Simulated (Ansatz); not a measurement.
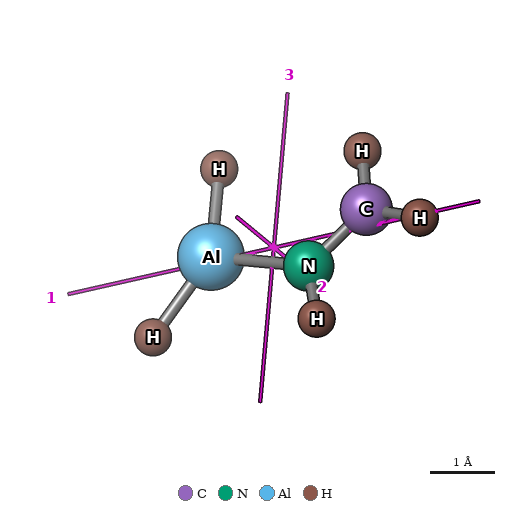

The three principal axes of inertia are drawn and numbered. Depth is shown by fading: the farther an atom, the more it takes the colour of the background. The species has charge +1 and is a spin singlet. Computed geometry: PBE0-D4/def2-TZVP optimisation. No frequency run is at hand to confirm it as a minimum. Masses are those of the most abundant isotopes; constants are for the rigid equilibrium geometry.

Q: Which line is the a axis (least moment of inertia), which b and which c?

A: a is line 1, b is line 3, c is line 2; the moments are 12.8, 94.4, 107 u Å².

Q: What kind of rotor is it, and what are its rotational constants in cm⁻¹?

A: An asymmetric top (Cs): A = 1.32, B = 0.179, C = 0.157 cm⁻¹. Ray's parameter κ is −0.96, close to the prolate limit.
